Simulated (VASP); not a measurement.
Band structure of BaZrO$_{3}$ (cubic perovskite). All values below come from PBE GGA with D4 dispersion, VASP's PBE PAW potentials (set 64) (plane waves; VASP).

Unless said otherwise, spin-orbit coupling is left out, though it shifts the bands of the heavy elements here.

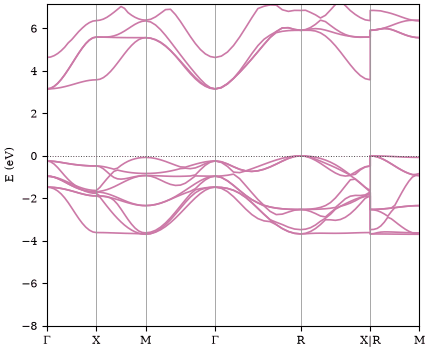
Bands along high-symmetry lines, zero at the valence-band maximum or, without a gap, the Fermi level

Q: Read the plot: is there a gap, and where are the band edges?

A: The gap is indirect, 3.15 eV, from the valence maximum at R to the conduction minimum at Γ. (Edges off the drawn lines would not show.)

The compound is BaZrO3 in the cubic perovskite structure. It was relaxed first.
